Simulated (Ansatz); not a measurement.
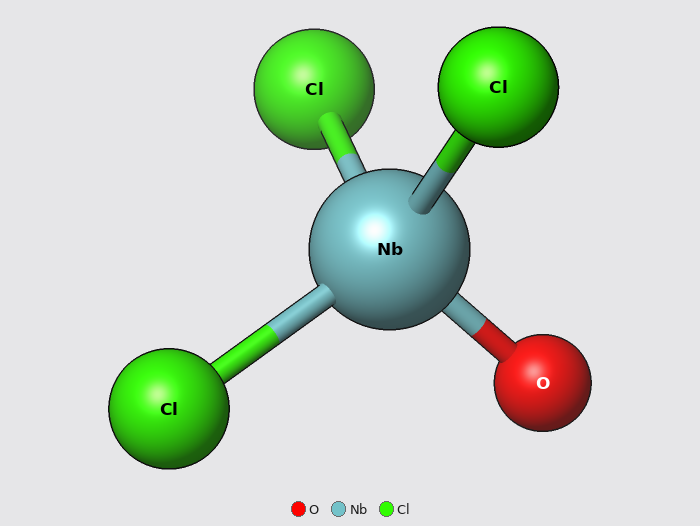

A metal compound. The species is neutral and a spin singlet. The geometry was computed by an optimisation with PBE-D4/def2-SVP. No frequency run is at hand to confirm it as a minimum.

Question: Describe the coordination sphere.

Answer: Nb binds 4 atoms: 1 O at 1.70 Å, 3 Cl at 2.29 Å. The arrangement is tetrahedral.

Question: Give the formal oxidation state and the d-electron count.

Answer: Nb(V), d⁰, counting the ligands as closed-shell ions or neutral donors.
